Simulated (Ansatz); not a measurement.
```xyz
13

N    -1.8263   -0.6402    0.5583
Si   -0.1283   -0.3860    0.4174
O     0.7190   -1.7947    0.7766
Si    0.3411    0.2864   -1.7871
As    0.3937    1.2682    2.0671
H    -2.2496   -0.7377    1.4772
H    -2.3120   -1.2147   -0.1248
H     1.6741   -1.7833    0.6359
H     1.8218    0.3284   -1.9975
H    -0.2355   -0.6683   -2.7851
H    -0.2086    1.6476   -2.0598
H     0.1431    2.4310    1.1047
H     1.8878    1.2284    1.7322
```

Computed with RKS B3LYP-D4/def2-SVP (Ansatz 0.2.0).

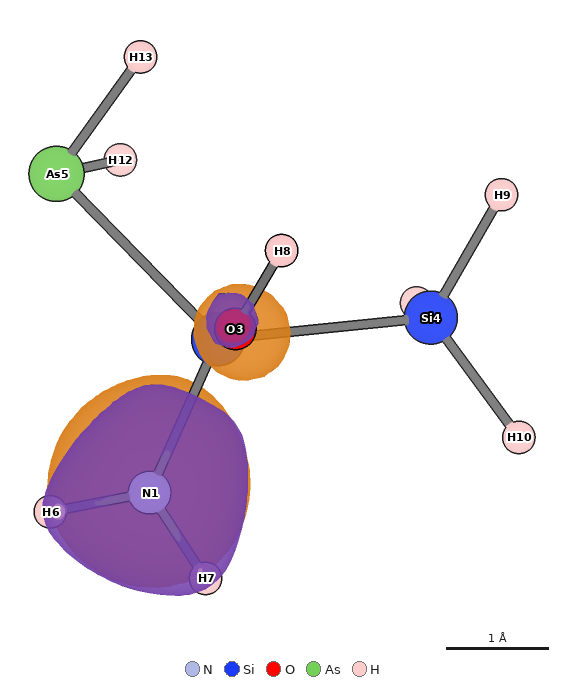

AsH8NOSi2 (SMILES N[Si](O)([SiH3])[AsH2]). The HOMO−1 at ±0.15 Å⁻³ᐟ² (orange and purple are the two phases), seen at a tilt.

Question: Describe this orbital and give its energy.

Answer: It lies mainly on N1 (about 70 %); largely a lone pair of N1. Its energy is −7.36 eV.
